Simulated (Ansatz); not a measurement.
# C₂H₄AlN: vertical ionisation energy

How much energy removes an electron from C₂H₄AlN at fixed geometry? The cation is run at each level and the neutral's energy taken from earlier runs.

The runs use Ansatz 0.2.0, Gaussian basis; unrestricted cation, the program's frozen cores in correlated methods.

Levels to be run: UKS PBE-D4/def2-TZVPP; UKS r2SCAN-D4/def2-TZVPP; UKS PBE0-D4/def2-TZVPP; UKS B3LYP-D4/def2-TZVPP; UKS wB97X-V/def2-TZVPP; UKS wB97M-V/def2-TZVPP; UKS B2PLYP/def2-TZVPP; UHF-CCSD(T)/def2-TZVPP; UHF-MP2/def2-QZVPP; extrapolation to the limit; then −ε(HOMO) from the neutral's earlier runs with LDA (SPW92), PBE-D4, revPBE-D4, BLYP-D4, r2SCAN-D4, B97M-V, PBE0-D4, B3LYP-D4, r2SCANh-D4, r2SCAN0-D4, HSE06-D4, BHLYP-D4, CAM-B3LYP-D4, LC-ωPBE, ωB97X-V, ωB97M-V.

## Step 1: Structure used throughout

All runs share one geometry, relaxed beforehand with PBE0-D4 in a triple-zeta def2 set.

SMILES `C[C]1=[N][AlH]1`, 8 atoms, charge 0, spin multiplicity 1.

Atoms are counted from 1 here; the program's logs count them from 0.

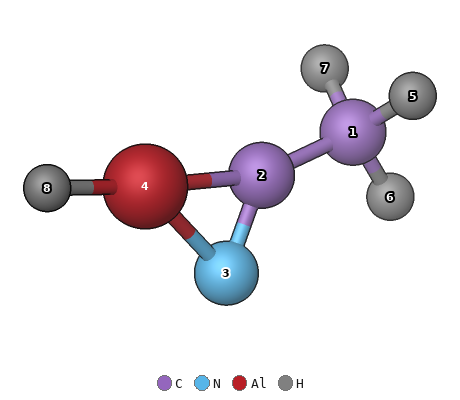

The structure; carbon purple, nitrogen blue, aluminium red, hydrogen grey; atoms are numbered from 1 in the order of the file.

## Step 2: Cation, UKS PBE-D4/def2-TZVPP

in.yaml reads:

```yaml
crystal:
  periodic: [false, false, false]
  atoms:
    - {symbol: C, position_ang: [-0.109220, 1.286414, -0.280835]}
    - {symbol: C, position_ang: [0.092354, -0.163932, -0.040795]}
    - {symbol: N, position_ang: [0.916940, -0.966157, -0.625658]}
    - {symbol: Al, position_ang: [-0.053369, -1.877229, 0.629445]}
    - {symbol: H, position_ang: [0.080298, 1.847088, 0.638148]}
    - {symbol: H, position_ang: [0.559984, 1.636119, -1.072282]}
    - {symbol: H, position_ang: [-1.147765, 1.478833, -0.561886]}
    - {symbol: H, position_ang: [-0.247023, -3.298238, 1.258064]}
basis:
  gaussian: {orbitals: def2-TZVPP}
total_charge: 1
magnetization: {spin_polarized: true, initial_magnetization: 1}
hamiltonian: {xc: pbe, dispersion: d4}
```

Run with:

```bash
ansatz run in.yaml --threads 2 --pin off --events-out ev --progress --plain --max-ram 4352MiB
```

Further steps of the session: Cation, UKS r2SCAN-D4/def2-TZVPP; Cation, UKS PBE0-D4/def2-TZVPP; Cation, UKS B3LYP-D4/def2-TZVPP; Cation, UKS wB97X-V/def2-TZVPP; Cation, UKS wB97M-V/def2-TZVPP; Cation, UKS B2PLYP (frozen core)/def2-TZVPP; Cation, UHF-CCSD(T)/def2-TZVPP; Cation, UHF-MP2/def2-QZVPP.

Q: Predict the results of all the runs planned. Wanted: ionisation energy, CCSD(T)/CBS; nearest functional by difference; nearest −ε(HOMO); −ε(HOMO) of PBE; T1 of the cation.

The runs gave:

```
                        quantity                value
  ionisation energy, CCSD(T)/CBS              7.64 eV
nearest functional by difference  B3LYP-D4 (-0.09 eV)
                nearest −ε(HOMO)   ωB97X-V (+0.03 eV)
                 −ε(HOMO) of PBE              4.36 eV
                T1 of the cation                0.029
```

**Reading.** Energy differences with functionals land within 0.23 eV of the reference. The PBE orbital energy is 3.3 eV too small: a semilocal HOMO is no ionisation energy. Among orbital estimates ωB97X-V comes nearest. Hartree-Fock falls 1.27 eV short, as the neutral has more correlation energy than the cation. The cation may have settled in a state other than its lowest; no search over hole states beyond the program's own was made.
